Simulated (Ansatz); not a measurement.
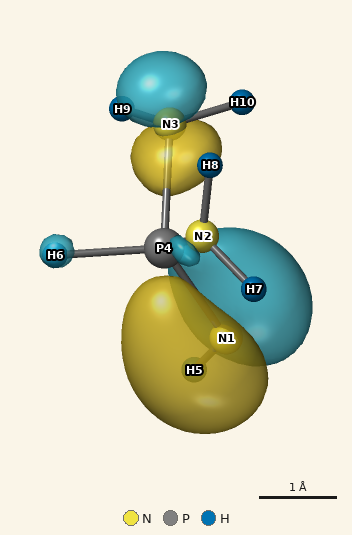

H₆N₃P (SMILES N=[PH](N)N). The HOMO at ±0.15 Å⁻³ᐟ² (yellow and cyan are the two phases), seen at an oblique angle.

Geometry: PBE0-D3(BJ)/def2-SVP.

Level of theory: isolated molecule in a Gaussian basis; Kohn-Sham density functional theory, functional PBE0 (Ansatz).

Input

```
crystal:
  periodic: [false, false, false]
  atoms:
    - {symbol: "N", position_ang: [-1.510978, -1.284141, 0.366767]}
    - {symbol: "N", position_ang: [0.868401, -2.223099, 0.830648]}
    - {symbol: N, position_ang: [0.875871, 0.343203, 0.422107]}
    - {symbol: P, position_ang: [-0.133880, -0.908486, 0.995603]}
    - {symbol: H, position_ang: [-2.298277, -0.722888, 0.683043]}
    - {symbol: H, position_ang: [-0.111127, -0.498124, 2.364660]}
    - {symbol: H, position_ang: [0.434244, -3.044688, 0.427684]}
    - {symbol: H, position_ang: [1.841828, -2.072767, 0.600636]}
    - {symbol: H, position_ang: [0.635521, 1.259338, 0.795033]}
    - {symbol: H, position_ang: [0.895359, 0.391188, -0.596264]}
basis:
  gaussian:
    orbitals: def2-TZVPD
hamiltonian:
  xc: {name: PBE0}
output: {forces: true, orbitals: {seedname: orbitals}}
```

Launched as:

```sh
ansatz run input.yaml --threads 1 --pin off --max-ram 2610MiB --events-out events.jsonl --progress --plain --runs-dir runs
```

Question: Describe this orbital and give its energy.

Answer: By Hirshfeld shares it lies mainly on N1 (about 60 %), P4 (about 15 %) and N3 (about 10 %). Its energy is −6.58 eV.
